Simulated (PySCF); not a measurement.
System: C$_{4}$H$_{6}$F$_{2}$OS.

```xyz
14

C    -2.3626   -0.2134    0.5452
C    -1.1182    0.1930   -0.1627
C    -0.0147    0.6443    0.4047
F     0.1377    0.8281    1.7276
S     1.4558    1.1604   -0.5546
O     1.0259    1.0963   -1.9473
C     2.3602   -0.4810   -0.3252
F     2.6455   -0.7046    0.9802
H    -2.2544   -0.0980    1.6203
H    -2.5961   -1.2523    0.3169
H    -3.1959    0.3969    0.2001
H    -1.1000    0.1212   -1.2415
H     1.7201   -1.2825   -0.7001
H     3.2959   -0.4189   -0.8858
```

Geometry: GFN2-xTB.

The calculation used PySCF 2.14.0, PBE0/pcSseg-1, SCF density, gas phase, non-relativistic.

What can the converged electron density and electron localisation function tell about the bonding?

C–C (1.32 Å): ρ at the midpoint is about 2.3 e/Å³; the ELF peaks at about 0.90 between the atoms: a short, multiple covalent bond.
C–F (1.34 Å): ρ at the midpoint is about 2.3 e/Å³, with its minimum of 1.8 e/Å³ about 0.5 Å from C; the ELF peaks at about 0.85 between the atoms, as expected for a shared but strongly polarised pair.
S–O (1.46 Å): the density is about 2.1 e/Å³ at the midpoint; the ELF peaks at about 0.80 between the atoms: a polar covalent bond.
C–S (1.83 Å): ρ at the midpoint is about 1.3 e/Å³; the ELF peaks at about 0.95 between the atoms: localised, covalent bonding.

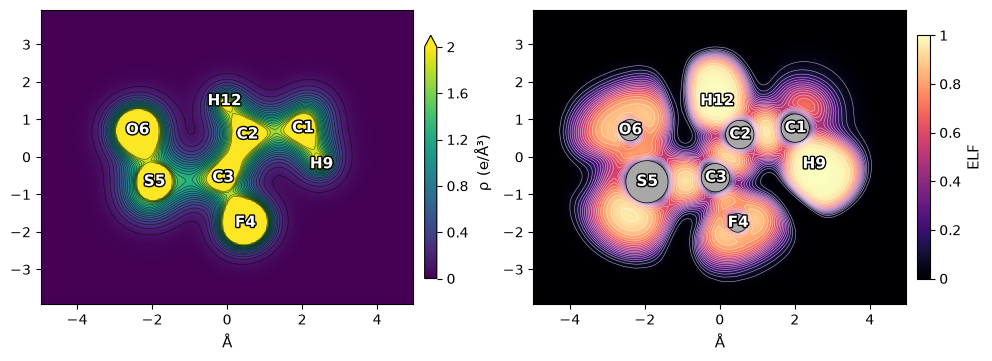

Computed electron density and electron localisation function on the plane of atoms C2, C3 and S5, in this order. Grey discs cover the atomic cores in the ELF map. 
